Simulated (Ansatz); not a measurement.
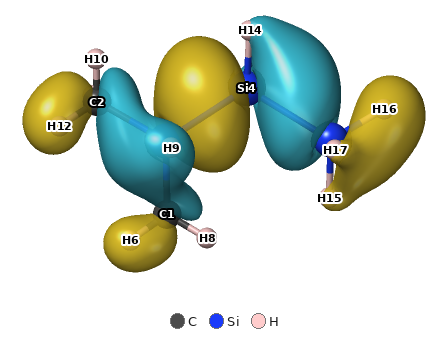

Figure. C2H12Si3 (SMILES C[SiH](C)[SiH2][SiH3]). The HOMO at ±0.06 Å⁻³ᐟ² (yellow and cyan are the two phases), seen across its widest extent.

Geometry: PBE0-D3(BJ)/def2-SVP.

Theory: isolated molecule in a Gaussian basis; Kohn-Sham density functional theory, functional PBE0 (Ansatz 0.2.0).

Input file:

```
crystal:
  periodic: [false, false, false]
  atoms:
    - {symbol: C, position_ang: [-0.810176, 0.053143, 0.698262]}
    - {symbol: C, position_ang: [-0.301507, 2.806195, 2.048600]}
    - {symbol: Si, position_ang: [-0.777637, 1.922255, 0.453942]}
    - {symbol: Si, position_ang: [-2.886588, 2.629810, -0.303151]}
    - {symbol: Si, position_ang: [-3.449421, 1.475318, -2.264706]}
    - {symbol: H, position_ang: [0.173040, -0.311490, 1.035484]}
    - {symbol: H, position_ang: [-1.557497, -0.228123, 1.456604]}
    - {symbol: H, position_ang: [-1.064039, -0.467950, -0.237630]}
    - {symbol: H, position_ang: [0.213393, 2.262150, -0.620101]}
    - {symbol: H, position_ang: [-0.268395, 3.896505, 1.902734]}
    - {symbol: H, position_ang: [-1.030377, 2.590695, 2.845269]}
    - {symbol: H, position_ang: [0.691379, 2.476562, 2.393915]}
    - {symbol: H, position_ang: [-3.931444, 2.345218, 0.735939]}
    - {symbol: H, position_ang: [-2.906540, 4.103544, -0.577976]}
    - {symbol: H, position_ang: [-3.462942, 0.002655, -1.994075]}
    - {symbol: H, position_ang: [-4.793241, 1.870598, -2.789577]}
    - {symbol: H, position_ang: [-2.425761, 1.743469, -3.322804]}
basis:
  gaussian:
    orbitals: def2-SVPD
hamiltonian:
  xc: {name: PBE0}
output: {forces: true, orbitals: {seedname: orbitals}}
```

Run with:

```sh
ansatz run input.yaml --threads 2 --pin off --max-ram 5220MiB --events-out events.jsonl --progress --plain --runs-dir runs
```

Question: Where does this orbital lie, and at what energy?

Answer: It lies mainly on Si4 (about 35 %), Si3 (about 25 %), Si5 (about 15 %) and C2 (about 5 %). Its energy is −7.55 eV.
